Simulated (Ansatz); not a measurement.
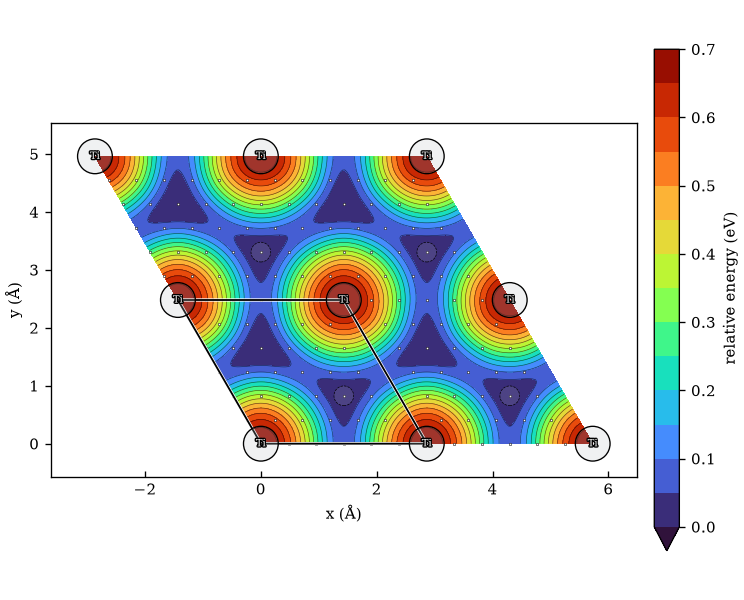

Si on a Ti(001) slab cut from the P6_3/mmc phase, its upper half relaxed before the scan (5 atoms of substrate and one adsorbate in a 1 × 1 cell). Si is moved over the surface cell; relaxed at each place: the height of the adsorbate's atoms; substrate rigid; the origin of the map has the adsorbate above Ti5. Places are given modulo a cell vector. The map is drawn in real space over the plane of the surface. The scan uses a 6 × 6 grid; 10 points were computed and 26 follow by symmetry. All energies are given in eV relative to the lowest grid point. With one adsorbate in each 1 × 1 cell, its nearest image is 2.9 Å away, so neighbouring adsorbates interact. Level of theory: DFT LDA, scalar-relativistic, plane waves, PAW (Ansatz). Settings: cutoff 420 eV, k-mesh 9×9×1, gaussian smearing 0.1 eV, no spin polarisation.

In the figure: filled contours, dots at the grid points, labelled circles for the atoms of the top layer and small ones for the second layer, the outline of one cell of the 2 × 2 shown. Between grid points the surface is interpolated.

The lowest grid point is at a threefold hollow, (2/6, 4/6) of the cell vectors. There is a further well near a threefold hollow over a second-layer Ti atom, (4/6, 2/6) of the cell vectors (0.012 eV above the lowest at that grid point). The highest grid point, the top site over a surface Ti atom, (0/6, 0/6) of the cell vectors, lies 0.691 eV above the lowest. On the interpolated surface the easiest way out of the lowest well to the well at a threefold hollow over a second-layer Ti atom, (4/6, 2/6) of the cell vectors passes a barrier of about 0.061 eV. At the lowest point the adsorbate has 3 Ti at 2.72 Å as nearest neighbours, at the highest 1 Ti at 2.54 Å. Its relaxed height above the top atom is 2.16 Å at the lowest and 2.54 Å at the highest point.

Si is replaced by C; all else is set up alike.

> What does this change do to the map?

The minimum (interpolated where it lies between grid points) moves from a threefold hollow, (2/6, 4/6) of the cell vectors to a threefold hollow over a second-layer Ti atom, (4/6, 2/6) of the cell vectors. The span from the lowest to the highest grid point grows from 0.691 to 2.607 eV. The easiest pass out of the lowest well goes from about 0.061 to about 0.5 eV on the interpolated surfaces. Higher wells of the new map: a threefold hollow, (2/6, 4/6) of the cell vectors, 0.008 eV up (that grid point lay 0.000 eV up before). In the new map: at the lowest point the adsorbate has 3 Ti at 1.89 Å as nearest neighbours, at the highest 1 Ti at 1.94 Å. Its relaxed height above the top atom is 0.91 Å at the lowest and 1.94 Å at the highest point.

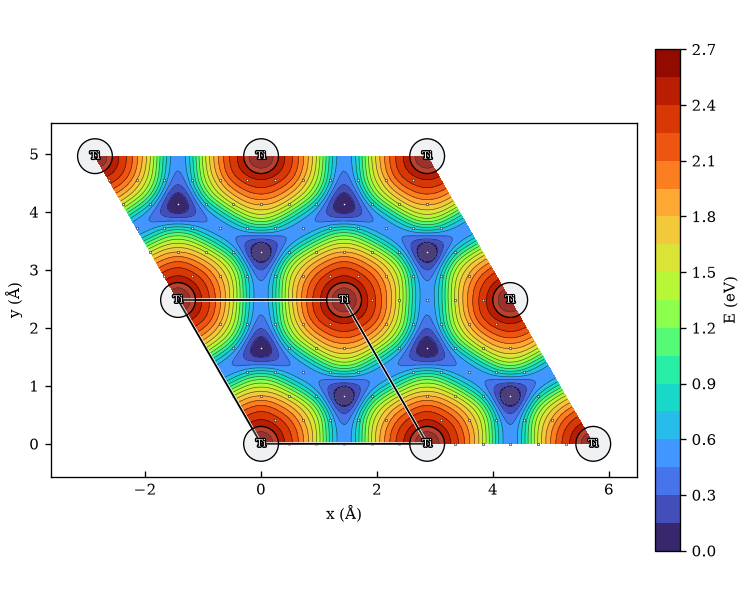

The map after the change, on a colour scale of its own. The picture shows filled contours, dots at the grid points, labelled circles for the atoms of the top layer and small ones for the second layer, the outline of one cell of the 2 × 2 shown. Between grid points the surface is interpolated.

PAW datasets: the set soft_1.
